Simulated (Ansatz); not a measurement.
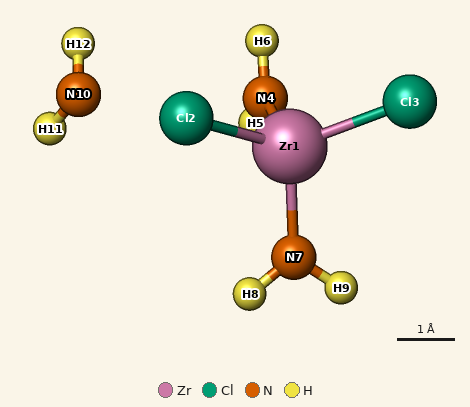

The structure as given in the input (ball-and-stick view, seen at a tilt; atoms are numbered from 1 in the order of the input). Sticks mark near contacts. Bond lengths as drawn: Cl–Zr 2.37 to 2.49 Å, H–N 1.03 to 1.05 Å and N–Zr 2.01 to 2.02 Å.

# Geometry relaxation of ZrN3H6Cl2 (part 1 of 2)

- system: ZrN3H6Cl2, multiplicity 2
- method: UKS PBE/def2-SVP (Ansatz 0.2.0)

It belongs to a series of runs on one base structure; here: end point A relaxed. Figures and captions count atoms from 1; the log counts them from 0 in places.

The input:
```yaml
crystal:
  periodic: [false, false, false]
  atoms:
    - { symbol: Zr, position_ang: [0.02895, -0.018697, -0.025555] }
    - { symbol: Cl, position_ang: [0.043279, 0.000303, 2.46089] }
    - { symbol: Cl, position_ang: [2.174211, 0.081869, -1.038318] }
    - { symbol: "N", position_ang: [-1.009011, 1.585622, -0.675761] }
    - { symbol: H, position_ang: [-1.885122, 1.626978, -1.209172] }
    - { symbol: H, position_ang: [-0.687765, 2.550757, -0.507909] }
    - { symbol: "N", position_ang: [-1.005119, -1.602825, -0.71362] }
    - { symbol: H, position_ang: [-1.727493, -2.11062, -0.186181] }
    - { symbol: H, position_ang: [-0.828921, -2.10607, -1.592508] }
    - { symbol: "N", position_ang: [0.335804, -0.294882, 5.365764] }
    - { symbol: H, position_ang: [-0.685861, -0.454012, 5.187193] }
    - { symbol: H, position_ang: [0.378848, 0.741576, 5.203977] }
magnetization:
  spin_polarized: true
  initial_magnetization: 1
basis:
  gaussian: { orbitals: def2-SVP }
hamiltonian:
  xc: pbe
relax:
  f_tol: 0.03
  max_steps: 50
```

Run on 4 threads of AMD EPYC (Zen 3), 32 GiB of memory available, shared host.

Launch command:
```bash
ansatz run input.yaml --threads 4 --pin off --max-ram 5120MiB --backend cpu --events-out ev --progress --plain --runs-dir out
```

The program's output:
```
The last accepted step is kept in [file] (removed where the run ends without a failure and the disk answers)
Engine: ansatz 0.2.0, x86_64-unknown-linux-gnu
Functional definition: PBE
  parameter kappa = 0.804
  parameter beta = 0.06672455060314922
  exchange = pbe_x(kappa = kappa, mu = beta*pi^2/3)
  correlation = pbe_c(beta = beta)
1532 factors; their error is unknown
mean field evaluation 1: about -30835.6957 eV, gradient 8.2e1 eV
mean field evaluation 2: about -30371.7123 eV, gradient 2.2e2 eV
mean field evaluation 4: about -30728.0382 eV, gradient 1.1e2 eV
mean field evaluation 8: about -30871.3065 eV, gradient 2.2e-2 eV
mean field -30871.23653505 eV, -1134.4970173873 hartree, gradient 1.9e-5 eV, S^2 0.752490; 0 other end points of the search recorded, 0 dependent functions left out
the calculation of the forces begins
reference -30871.23662709 eV, -1134.4970207699 hartree; 37, 36 occupied and 102, 103 virtual orbitals, 1532 factors
relax step   1: F+E_penalty+E_count = -30871.23653505 eV  Δ(F+E_penalty+E_count) = +0.000e0 eV  max|allowed force component| = 1.127e0 eV/Å  Δτ_max = 0.0000 Å  (52 SCF iters, accepted)
these checks for a lower state are left out or cut short: starts, cluster_reference, orbital_swaps, neighbouring_geometries, increment
1532 factors; their error is unknown
mean field evaluation 16: about -30871.3465 eV, gradient 2.9e-2 eV
mean field -30871.27465904 eV, -1134.4984184181 hartree, gradient 1.5e-5 eV, S^2 0.752583; 0 other end points of the search recorded, 0 dependent functions left out
[... from here on the field's lines of each further geometry are left out, up to the last ...]
relax step   2: F+E_penalty+E_count = -30871.27465904 eV  Δ(F+E_penalty+E_count) = -3.812e-2 eV  max|allowed force component| = 9.310e-1 eV/Å  Δτ_max = 0.1949 Å  (41 SCF iters, accepted)
relax step   3: F+E_penalty+E_count = -30871.27895769 eV  Δ(F+E_penalty+E_count) = -4.299e-3 eV  max|allowed force component| = 1.187e0 eV/Å  Δτ_max = 0.1965 Å  (40 SCF iters, accepted)
relax step   4: F+E_penalty+E_count = -30871.29942097 eV  Δ(F+E_penalty+E_count) = -2.046e-2 eV  max|allowed force component| = 6.432e-1 eV/Å  Δτ_max = 0.0673 Å  (36 SCF iters, accepted)
relax step   5: F+E_penalty+E_count = -30871.27890729 eV  Δ(F+E_penalty+E_count) = +2.051e-2 eV  max|allowed force component| = 1.592e0 eV/Å  Δτ_max = 0.1984 Å  (40 SCF iters, rejected (line search))
relax step   6: F+E_penalty+E_count = -30871.32247167 eV  Δ(F+E_penalty+E_count) = -2.305e-2 eV  max|allowed force component| = 1.176e-1 eV/Å  Δτ_max = 0.0992 Å  (36 SCF iters, accepted)
relax step   7: F+E_penalty+E_count = -30871.32760551 eV  Δ(F+E_penalty+E_count) = -5.134e-3 eV  max|allowed force component| = 3.835e-2 eV/Å  Δτ_max = 0.1000 Å  (35 SCF iters, accepted)
relax step   8: F+E_penalty+E_count = -30871.32840071 eV  Δ(F+E_penalty+E_count) = -7.952e-4 eV  max|allowed force component| = 1.633e-1 eV/Å  Δτ_max = 0.0315 Å  (35 SCF iters, accepted)
relax step   9: F+E_penalty+E_count = -30871.32813126 eV  Δ(F+E_penalty+E_count) = +2.695e-4 eV  max|allowed force component| = 9.620e-2 eV/Å  Δτ_max = 0.0228 Å  (35 SCF iters, rejected (line search))
relax step  10: F+E_penalty+E_count = -30871.32922707 eV  Δ(F+E_penalty+E_count) = -8.264e-4 eV  max|allowed force component| = 2.241e-2 eV/Å  Δτ_max = 0.0110 Å  (35 SCF iters, accepted)
relax step  11: F+E_penalty+E_count = -30871.32727553 eV  Δ(F+E_penalty+E_count) = +1.952e-3 eV  max|allowed force component| = 5.350e-1 eV/Å  Δτ_max = 0.0986 Å  (35 SCF iters, rejected (line search))
relax step  12: F+E_penalty+E_count = -30871.33074019 eV  Δ(F+E_penalty+E_count) = -1.513e-3 eV  max|allowed force component| = 7.985e-2 eV/Å  Δτ_max = 0.0479 Å  (36 SCF iters, accepted)
relax step  13: F+E_penalty+E_count = -30871.33164049 eV  Δ(F+E_penalty+E_count) = -9.003e-4 eV  max|allowed force component| = 1.658e-1 eV/Å  Δτ_max = 0.0490 Å  (35 SCF iters, accepted)
relax step  14: F+E_penalty+E_count = -30871.33301621 eV  Δ(F+E_penalty+E_count) = -1.376e-3 eV  max|allowed force component| = 1.532e-2 eV/Å  Δτ_max = 0.0750 Å  (36 SCF iters, accepted)
relax step  15: F+E_penalty+E_count = -30871.33309967 eV  Δ(F+E_penalty+E_count) = -8.346e-5 eV  max|allowed force component| = 3.357e-2 eV/Å  Δτ_max = 0.0310 Å  (34 SCF iters, accepted)
relax step  16: F+E_penalty+E_count = -30871.33307323 eV  Δ(F+E_penalty+E_count) = +2.644e-5 eV  max|allowed force component| = 2.639e-2 eV/Å  Δτ_max = 0.0100 Å  (38 SCF iters, rejected (line search))
the calculation of the forces begins
reference -30871.33325941 eV, -1134.5005719420 hartree; 37, 36 occupied and 102, 103 virtual orbitals, 1532 factors
relax step  17: F+E_penalty+E_count = -30871.33316757 eV  Δ(F+E_penalty+E_count) = -6.790e-5 eV  max|allowed force component| = 1.056e-2 eV/Å  Δτ_max = 0.0049 Å  (29 SCF iters, accepted)
1532 factors; their error is unknown
mean field evaluation 128: about -30871.4023 eV, gradient 1.5e-1 eV
```

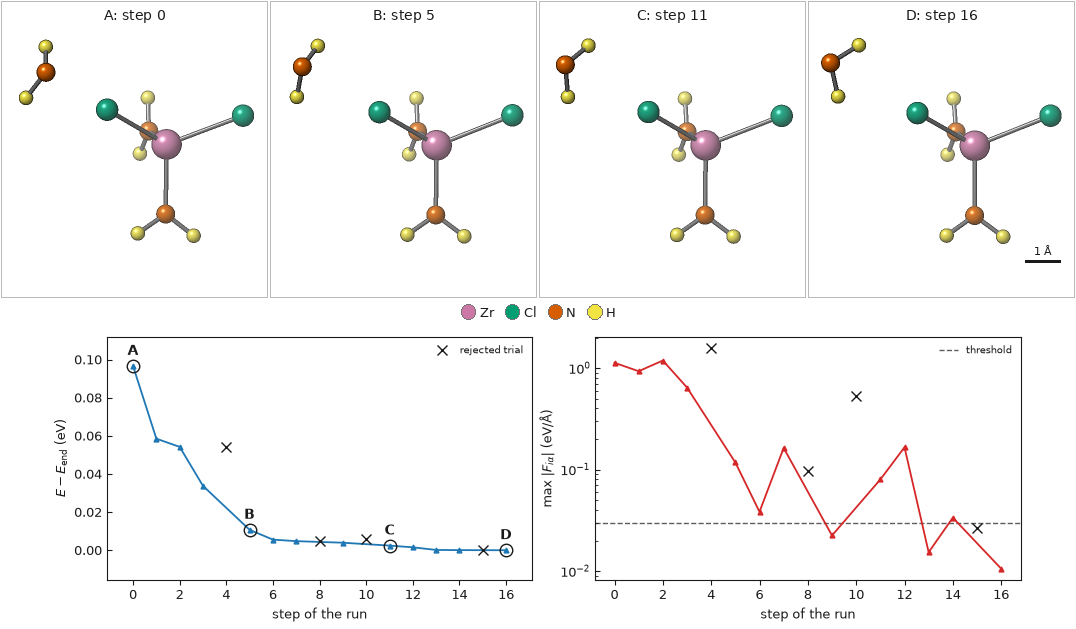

Frames of the relaxation (ball-and-stick view, seen at a tilt) above the curves, on which the letters mark them (the first geometry is step 0 here and step 1 in the log).

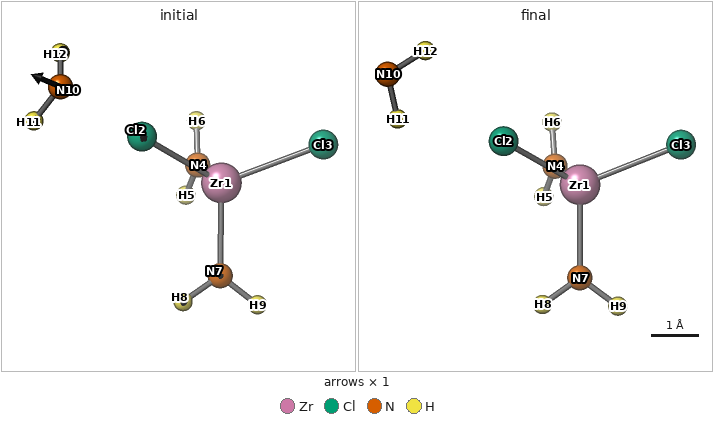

Before (left) and after (right) the relaxation, at one scale (ball-and-stick view, seen at a tilt). The black arrows give the displacements, at true length. The atom that moves furthest after the best rigid fit is N10 (0.70 Å). By element the largest moves are N 0.70 Å, H 0.37 Å, Cl 0.17 Å, Zr 0.07 Å. Among the contacts that change: Zr1–Cl2 2.487 → 2.392 Å. Over 16 geometry steps the energy falls by 0.097 eV. The largest force component goes from 1.1 to 0.011 eV/Å. The line search rejected the trial steps at points 4, 8, 10, 15 (counted from 0) and went back. (Atoms are counted from 1 in the order of the input.)

```
mean field -30871.33316757 eV, -1134.5005685672 hartree, gradient 2.7e-5 eV, S^2 0.752530; 1 other end points of the search recorded, 0 dependent functions left out
the calculation of the forces begins
reference -30871.33325941 eV, -1134.5005719420 hartree; 37, 36 occupied and 102, 103 virtual orbitals, 1532 factors
Total energy: -30871.33325941 eV, -1134.5005719420 hartree
Atom 0 at     0.009137    -0.022085    -0.094084 Å, force    -0.000802    -0.000056    -0.000478 eV/Å
Atom 1 at     0.017386    -0.026948     2.297634 Å, force    -0.000079    -0.001558     0.000496 eV/Å
Atom 2 at     2.183782     0.079782    -1.049702 Å, force     0.000051     0.000301    -0.000902 eV/Å
Atom 3 at    -1.037401     1.593309    -0.711178 Å, force    -0.001145    -0.000290     0.001391 eV/Å
Atom 4 at    -1.907725     1.625043    -1.253493 Å, force     0.000076    -0.000651    -0.000563 eV/Å
Atom 5 at    -0.744135     2.559860    -0.514748 Å, force     0.001454     0.000410     0.000473 eV/Å
Atom 6 at    -1.014754    -1.607819    -0.803829 Å, force    -0.000448     0.000831     0.000644 eV/Å
Atom 7 at    -1.767815    -2.100869    -0.306322 Å, force     0.000489    -0.000391    -0.000551 eV/Å
Atom 8 at    -0.799144    -2.129825    -1.663090 Å, force     0.000473    -0.000104    -0.000577 eV/Å
Atom 9 at     0.018025     0.009420     5.904825 Å, force    -0.005304    -0.003502     0.010560 eV/Å
Atom 10 at    -0.505912    -0.519983     5.169840 Å, force    -0.005152    -0.003227    -0.004305 eV/Å
Atom 11 at     0.680356     0.540114     5.292947 Å, force     0.010387     0.008237    -0.006188 eV/Å
Dipole moment:    -0.585455    -0.065705    -0.915753 e Å
```

Trajectory as extended XYZ (Å, eV, eV/Å), 17 frames, from step=1 to step=17:
```
12
Properties=species:S:1:pos:R:3:forces:R:3 step=1 energy=-30871.23654
Zr    0.0290   -0.0187   -0.0256    0.0106   0.0046   0.9771
Cl    0.0433    0.0003    2.4609   -0.0204   0.0152  -1.1271
Cl    2.1742    0.0819   -1.0383    0.0005  -0.0071   0.0062
N    -1.0090    1.5856   -0.6758   -0.0154   0.0799   0.0169
H    -1.8851    1.6270   -1.2092    0.0279  -0.0144   0.0163
H    -0.6878    2.5508   -0.5079   -0.0193  -0.0598  -0.0154
N    -1.0051   -1.6028   -0.7136   -0.0007   0.0099  -0.0048
H    -1.7275   -2.1106   -0.1862   -0.0041  -0.0011  -0.0002
H    -0.8289   -2.1061   -1.5925    0.0066  -0.0125  -0.0022
N     0.3358   -0.2949    5.3658   -0.1027   0.1108   0.0819
H    -0.6859   -0.4540    5.1872    0.1147   0.0163   0.0257
H     0.3788    0.7416    5.2040    0.0023  -0.1419   0.0254
12
Properties=species:S:1:pos:R:3:forces:R:3 step=2 energy=-30871.27466
Zr    0.0244   -0.0142   -0.0426    0.0122   0.0023  -0.8996
Cl    0.0305    0.0204    2.2828    0.0103   0.0101   0.9310
Cl    2.1733    0.0791   -1.0476    0.1107   0.0021  -0.0134
N    -1.0195    1.5921   -0.6774   -0.0345   0.1520  -0.0441
H    -1.8920    1.6315   -1.2158    0.0110  -0.0072   0.0065
H    -0.6885    2.5560   -0.5279   -0.0366  -0.0289   0.0072
N    -1.0109   -1.5982   -0.7295   -0.0577  -0.1406   0.0000
H    -1.7332   -2.1035   -0.1994    0.0007  -0.0107  -0.0269
H    -0.8070   -2.1281   -1.5877   -0.0221   0.0262   0.0262
N     0.3165   -0.2917    5.5597   -0.4423   0.5031  -0.3263
H    -0.6742   -0.4575    5.2223    0.3927  -0.0301   0.1576
H     0.4122    0.7140    5.2319    0.0556  -0.4782   0.1818
12
Properties=species:S:1:pos:R:3:forces:R:3 step=3 energy=-30871.27896
Zr    0.0311   -0.0139   -0.0793   -0.0218  -0.0048  -0.0787
Cl    0.0403    0.0205    2.3048    0.0060   0.0065   0.0638
Cl    2.1949    0.0775   -1.0640   -0.0015  -0.0047   0.0056
N    -1.0143    1.5969   -0.7131    0.0118   0.1127   0.0655
H    -1.8973    1.6362   -1.2341    0.0093  -0.0094  -0.0093
H    -0.7229    2.5639   -0.5004   -0.0222  -0.1149  -0.0474
N    -1.0073   -1.6113   -0.7428    0.0030   0.0158  -0.0255
H    -1.7356   -2.1078   -0.2127    0.0088  -0.0001  -0.0078
H    -0.8308   -2.1283   -1.6145    0.0007   0.0033   0.0221
N     0.2523   -0.2374    5.7373   -0.6813   0.8652  -1.1868
H    -0.6456   -0.4711    5.1921    0.7280   0.0231   0.5536
H     0.4671    0.6747    5.1956   -0.0406  -0.8928   0.6448
12
Properties=species:S:1:pos:R:3:forces:R:3 step=4 energy=-30871.29942
Zr    0.0302   -0.0195   -0.0614   -0.0486  -0.0074  -0.0819
Cl    0.0316    0.0003    2.3171    0.0190   0.0020   0.1255
Cl    2.1933    0.0726   -1.0464    0.0096  -0.0026  -0.0012
N    -1.0240    1.5965   -0.6632    0.1167   0.0395   0.0221
H    -1.8573    1.6287   -1.2549   -0.1484  -0.0160  -0.0665
H    -0.7546    2.5649   -0.4419    0.0261  -0.0214   0.0051
N    -1.0101   -1.6085   -0.7410    0.0348   0.0077  -0.0533
H    -1.7456   -2.1044   -0.2226   -0.0335  -0.0029   0.0372
H    -0.8171   -2.1366   -1.6016    0.0189   0.0056  -0.0168
N     0.2413   -0.2202    5.6948   -0.3904   0.4316  -0.6432
H    -0.6347   -0.4302    5.1397    0.1912  -0.2134   0.3295
H     0.4787    0.6563    5.1502    0.2045  -0.2228   0.3433
```
